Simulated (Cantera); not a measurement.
Input: 1 mol SiC, 0.15 mol O2, 850 mol N2, held at 1.33 mbar.

Cantera equilibrium calculation (NASA polynomials, part measured and part estimated; ideal gas, pure solids and liquids). Candidate condensed phases: C, Si, SiC, SiO2, Si2N2O, Si3N4; 34 gas species. N2 is the only nitrogen source here; it is nearly inert below about 1500 K, so the nitride shown seldom forms there in practice. Mutual solubility and eutectic melting of coexisting phases are not modelled. The numbers say what is thermodynamically allowed, not how fast it happens.

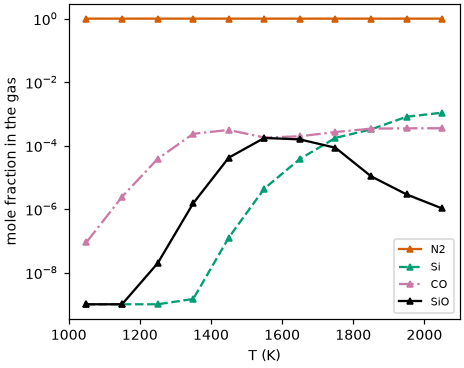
*Equilibrium gas composition (values under 1e-9 drawn at 1e-9)*

Task: Read off the mole fractions at 1850 K.

Result: N2 about 1.00, CO about 0.00034, Si about 0.00032, SiO about 1.1e-5.
